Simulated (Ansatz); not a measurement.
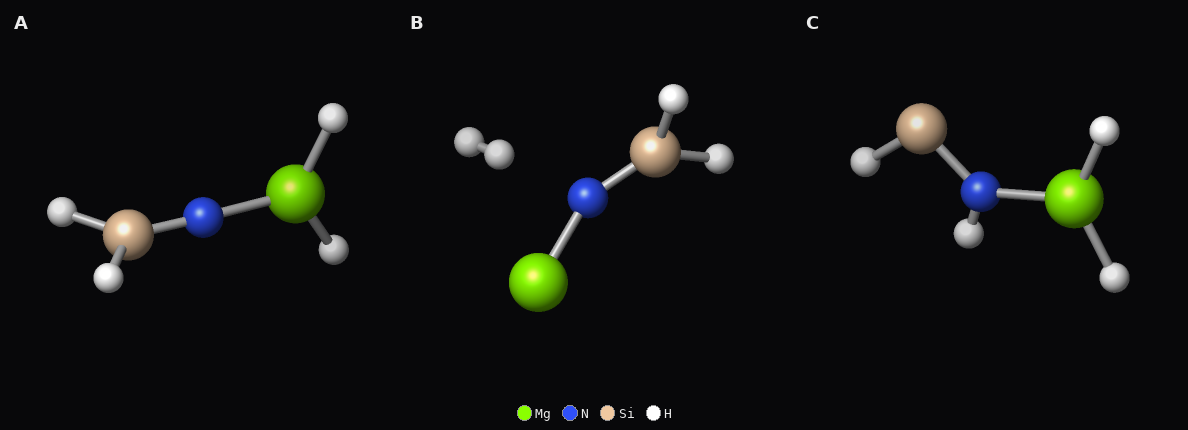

3 stationary structures of one formula. Charge −1, singlet. Geometries: PBE-D4/def2-SVPD. Electronic energies: PBE-D4/def2-SVPD (Ansatz 0.2.0), without zero-point energy. No frequency run is at hand to confirm each as a minimum. Each is one conformer, not always the lowest.

Question: Rank them by energy, lowest first.

Answer: C is lowest (Cs); A lies 86.1 kJ/mol above it, B lies 144.4 kJ/mol above it (Cs).
